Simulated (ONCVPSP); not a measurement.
# Ar: pseudopotential generation

System: argon (Ar, Z = 18), core [Ne], reference valence 3s2 3p6, valence charge 8.
Method: ONCV potential, PW91, non-relativistic, made with ONCVPSP 4.0.1.

### Results in brief

- outcome: generated
- cutoffs needed: 18 Ha and 54 Ha (the cutoffs at which the residual kinetic energy of the hardest occupied pseudo-wave falls to 1 and 0.1 mHa per electron)
- ghost test: no bound ghost flagged; GHOST(+) flagged for s at 246.7 eV
- largest excitation error: +159 meV (all-electron minus pseudo) for 3s2 3p2, out of 4 test configurations
- range over which the phases arctan(r R′/R) at the test radius agree within 0.05 rad (a looser test near the poles than one of phase shifts): s: over the whole range computed; p: over the whole range computed; d: over the whole range computed; f: not judged, local potential alone
- hardware: 1 CPU thread, shared host
- wall time: 4.5 s

### Input
```
# ATOM AND REFERENCE CONFIGURATION
# atsym  z   nc   nv     iexc    psfile
  Ar 18.00    3    2  -109134      upf
#
#   n    l    f
    1    0    2.00
    2    0    2.00
    2    1    6.00
    3    0    2.00
    3    1    6.00
#
# PSEUDOPOTENTIAL AND OPTIMIZATION
# lmax
    2
#
#   l,   rc,      ep,       ncon, nbas, qcut
    0    1.20    0.00    3    7    6.20
    1    1.10    0.00    3    8    9.00
    2    1.25    0.09    4    7    8.30
#
# LOCAL POTENTIAL
# lloc, lpopt,  rc(5),   dvloc0
    4    1    1.05    3.00
#
# VANDERBILT-KLEINMAN-BYLANDER PROJECTORs
# l, nproj, debl
    0    2    1.00
    1    2    0.50
    2    1    3.40
#
# MODEL CORE CHARGE
# icmod, fcfact, rcfact
    0    0.00    0.00
#
# LOG DERIVATIVE ANALYSIS
# epsh1, epsh2, depsh
   -2.00    5.00    0.02
#
# OUTPUT GRID
# rlmax, drl
    6.00    0.01
#
# TEST CONFIGURATIONS
# ncnf
    4
# nvcnf
#   n    l    f
    2
    3    0    2.00
    3    1    5.00
#
    2
    3    0    2.00
    3    1    4.00
#
    2
    3    0    2.00
    3    1    3.00
#
    2
    3    0    2.00
    3    1    2.00
#
```

The log's header says scalar-relativistic, as this program prints it for non-relativistic runs too.

Launched with:
```bash
oncvpspnr.x < Ar.dat > Ar.out
```

### The program's output (extracts)
```
ONCVPSP  (Optimized Norm-Conservinng Vanderbilt PSeudopotential)
scalar-relativistic version 4.0.1

#   n    l    f        energy (Ha)
    1    0    2.00    -1.1420453E+02
    2    0    2.00    -1.0834930E+01
    2    1    6.00    -8.4525576E+00
    3    0    2.00    -8.8597576E-01
    3    1    6.00    -3.8014014E-01

Reference configufation results
  iterations    24
  all-electron total energy (Ha)   -5.27538320D+02

Begin loop to  construct optimized pseudo wave functions
and semi-local pseudopoentials for all angular momenta

   Wellstate for l =  0  n =  4
     eigenvalue =   0.1140
     asymptotic potential =   0.6140
     half-point radius =  6.7616

Calculating optimized projector #   1

 for l=   0

    Fraction of norm inside rc  0.387016
    Optimizing pswf for qcut=   6.19 a_B^-1,  ecut=  19.13 Ha
    Residual kinetic energy error=  5.70D-04 Ha

    Energy error per electron        Cutoff
         Ha          eV             Ha
         0.01000     0.27211       13.18
         0.00100     0.02721       17.91
         0.00010     0.00272       54.50
         0.00001     0.00027      119.98

Calculating optimized projector #   2

 for l=   0

    Fraction of norm inside rc  0.041253
    Optimizing pswf for qcut=   6.19 a_B^-1,  ecut=  19.13 Ha
    Residual kinetic energy error=  1.09D-04 Ha

    Energy error per electron        Cutoff
         Ha          eV             Ha
         0.01000     0.27211        8.64
         0.00100     0.02721       14.58
         0.00010     0.00272       19.70
         0.00001     0.00027       95.03

   Wellstate for l =  1  n =  4
     eigenvalue =   0.1199
     asymptotic potential =   0.6199
     half-point radius = 10.5323

Calculating optimized projector #   1

 for l=   1

    Fraction of norm inside rc  0.215804
    Optimizing pswf for qcut=   9.01 a_B^-1,  ecut=  40.59 Ha
    Residual kinetic energy error=  7.61D-06 Ha

    Energy error per electron        Cutoff
         Ha          eV             Ha
         0.01000     0.27211        6.74
         0.00100     0.02721       17.46
         0.00010     0.00272       24.87
         0.00001     0.00027       31.60

Calculating optimized projector #   2

 for l=   1

    Fraction of norm inside rc  0.023073
    Optimizing pswf for qcut=   9.01 a_B^-1,  ecut=  40.59 Ha
    Residual kinetic energy error=  9.67D-06 Ha

    Energy error per electron        Cutoff
         Ha          eV             Ha
         0.01000     0.27211        4.38
         0.00100     0.02721        7.19
         0.00010     0.00272       17.06
         0.00001     0.00027       40.21

   Wellstate for l =  2  n =  3
     eigenvalue =   0.0900
     asymptotic potential =   0.5900
     half-point radius = 21.2776

Calculating optimized projector #   1

 for l=   2

    Fraction of norm inside rc  0.004675
    Optimizing pswf for qcut=   8.30 a_B^-1,  ecut=  34.43 Ha
    Residual kinetic energy error=  1.33D-05 Ha

    Energy error per electron        Cutoff
         Ha          eV             Ha
         0.01000     0.27211        4.41
         0.00100     0.02721       15.88
         0.00010     0.00272       26.43
         0.00001     0.00027       35.96

Construct Vanderbilt / Kleinmman-Bylander projectors

B matrix Hermiticity error, ll=   0
   1   2   -1.5442E-08

  Orthonormal projector coefficients  7.8740E+00  1.2408E+00

B matrix Hermiticity error, ll=   1
   1   2   -1.5980E-08

  Orthonormal projector coefficients  1.8432E+01  1.7632E+00

Pseudoatom total energy  -21.074325

Diagnostic tests using Vanderbilt-Kleinman-Bylander pseudopotentials
  1 or more projectors used as specified by nproj input data

   l    rcore       rmatch      e in        delta e   norm test  slope test

   0   1.2052942   1.2418896  -0.8859758   0.0000435   0.9999913   1.0003588
   0   1.2052942   1.2418896   0.1140242   0.0001850   0.9999645   0.9999645

   1   1.1018523   1.1353069  -0.3801401  -0.0000325   0.9999159   1.0001342
   1   1.1018523   1.1353069   0.1198599   0.0000902   0.9997789   0.9997789

   2   1.2568370   1.2949973   0.0900000  -0.0000001   1.0000000   1.0000000

 Testing for bound ghosts
   n   l    E NL Schr. Eq   E Basis Diag.   E Cutoff

   1   0       -0.885932       -0.876725    128.52

   2   1       -0.380173       -0.325822    247.40

 Testing for highly-localized positive-energy ghosts
       l    <radius>/rc     E Basis Diag.   E Cutoff

       0        0.974804        9.064657    128.52  WARNING - GHOST(+)

Test configuration 0

   n   l     f        eae           eps        diff
   1   0  2.0000 -114.20453196
   2   0  2.0000  -10.83492955
   2   1  6.0000   -8.45255764
   3   0  2.0000   -0.88597576   -0.88593225    4.35D-05
   3   1  6.0000   -0.38014014   -0.38017268   -3.25D-05

    Total energies and differences
      AE_ref= -5.27538320D+02  AE_tst= -5.27538320D+02  dif=  0.00D+00
      PS_ref= -2.10743251D+01  PS_tst= -2.10743251D+01  dif=  1.42D-14
      PSP excitation error= -1.42D-14

Test configuration 1

   n   l     f        eae           eps        diff
   1   0  2.0000 -114.72639785
   2   0  2.0000  -11.34578962
   2   1  6.0000   -8.96478842
   3   0  2.0000   -1.34161040   -1.34140763    2.03D-04
   3   1  5.0000   -0.81572738   -0.81559744    1.30D-04

    Total energies and differences
      AE_ref= -5.27538320D+02  AE_tst= -5.26945352D+02  dif=  5.93D-01
      PS_ref= -2.10743251D+01  PS_tst= -2.04813789D+01  dif=  5.93D-01
      PSP excitation error=  2.23D-05

Test configuration 2

   n   l     f        eae           eps        diff
   1   0  2.0000 -115.33960318
   2   0  2.0000  -11.93826195
   2   1  6.0000   -9.55976634
   3   0  2.0000   -1.85008442   -1.84926210    8.22D-04
   3   1  4.0000   -1.30466660   -1.30387046    7.96D-04

    Total energies and differences
      AE_ref= -5.27538320D+02  AE_tst= -5.25889165D+02  dif=  1.65D+00
      PS_ref= -2.10743251D+01  PS_tst= -1.94255960D+01  dif=  1.65D+00
      PSP excitation error=  4.26D-04

Test configuration 3

   n   l     f        eae           eps        diff
   1   0  2.0000 -116.03607000
   2   0  2.0000  -12.60284756
   2   1  6.0000  -10.22814988
   3   0  2.0000   -2.40180948   -2.39948965    2.32D-03
   3   1  3.0000   -1.83814278   -1.83570790    2.43D-03

    Total energies and differences
      AE_ref= -5.27538320D+02  AE_tst= -5.24321201D+02  dif=  3.22D+00
      PS_ref= -2.10743251D+01  PS_tst= -1.78591427D+01  dif=  3.22D+00
      PSP excitation error=  1.94D-03

Test configuration 4

   n   l     f        eae           eps        diff
   1   0  2.0000 -116.81114114
   2   0  2.0000  -13.33368029
   2   1  6.0000  -10.96421319
   3   0  2.0000   -2.99040632   -2.98512869    5.28D-03
   3   1  2.0000   -2.41020992   -2.40451201    5.70D-03

    Total energies and differences
      AE_ref= -5.27538320D+02  AE_tst= -5.22200023D+02  dif=  5.34D+00
      PS_ref= -2.10743251D+01  PS_tst= -1.57418622D+01  dif=  5.33D+00
      PSP excitation error=  5.83D-03
```

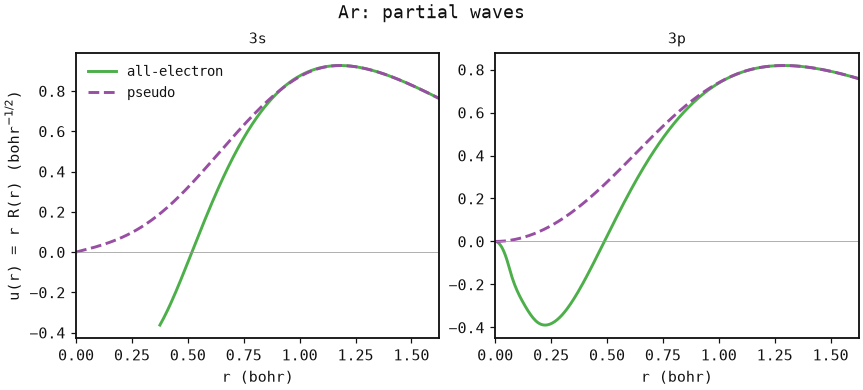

All-electron valence functions (solid) with their pseudo partners (dashed). The innermost oscillations of some all-electron curves aren't drawn. Reference configuration 3s2 3p6.

- Matching radii: 3s at 1.20 bohr; 3p at 1.10 bohr. The curves merge smoothly, so the plot gives these only roughly.
- Nodes of the pseudo-waves: 3s has no node; 3p has no node.
- Cutoffs needed: 18 Ha (loose) and 54 Ha (tight), as the cutoffs at which the residual kinetic energy of the hardest occupied pseudo-wave falls to 1 and 0.1 mHa per electron.

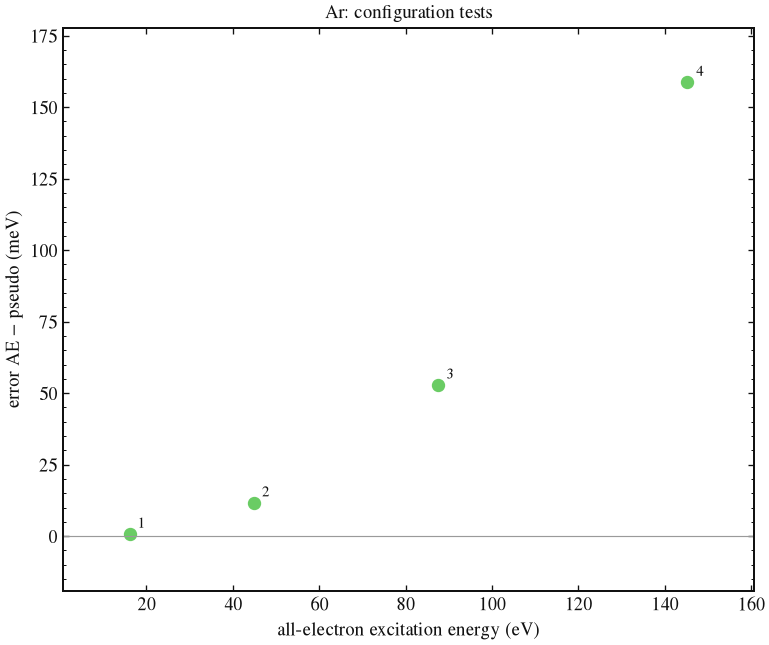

Errors, all-electron minus pseudo, of the energies of valence configurations relative to the unpolarised reference 3s2 3p6. Points: 1 = 3s2 3p5; 2 = 3s2 3p4; 3 = 3s2 3p3; 4 = 3s2 3p2.

- Worst configuration: 3s2 3p2 (charge +4): the error is +159 meV on an all-electron energy of +145.26 eV relative to the reference, or 0.11 %.
- Configurations within 10 meV and within 50 meV: 1 and 2 of 4.

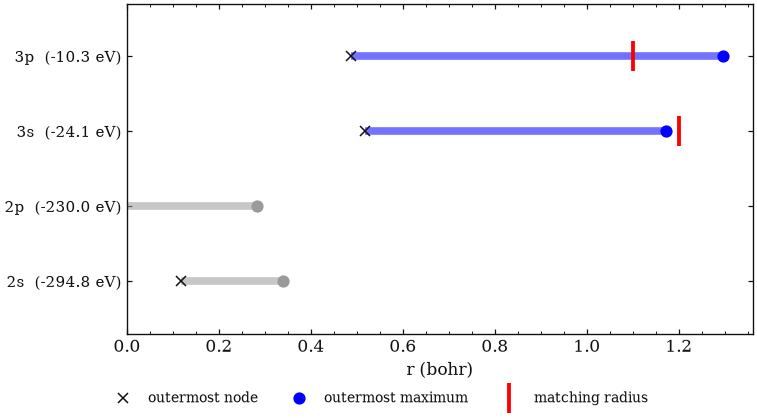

Outer shells of the all-electron reference atom: each bar runs from the outermost node (or the nucleus) to the outermost maximum of u(r); the tick is the radius chosen for the pseudo-wave. Shells without a tick have no pseudo-wave of their own. Levels, nodes and maxima are from ld1.x, non-relativistic.

- Radii against the shells: 3s: 1.20 bohr, outside the maximum; 3p: 1.10 bohr, between node and maximum.

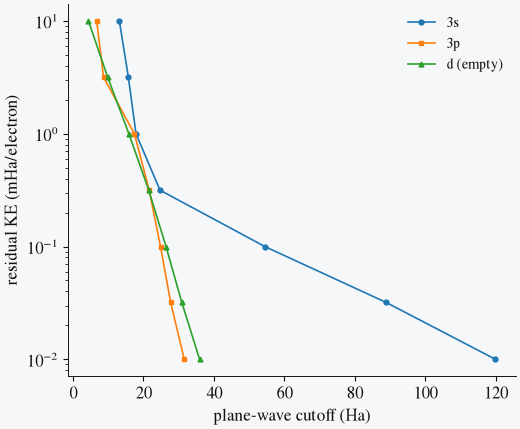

Residual kinetic energy of the pseudo-waves (the first of each channel, and further valence shells) beyond the plane-wave cutoff, as the generator prints it.

- Cutoffs for the occupied states: 18 Ha for 1 mHa and 54 Ha for 0.1 mHa per electron. The first is set by 3s.
- Cutoffs for 1 mHa per electron: 3s: 18 Ha; 3p: 17 Ha; d (empty): 16 Ha.
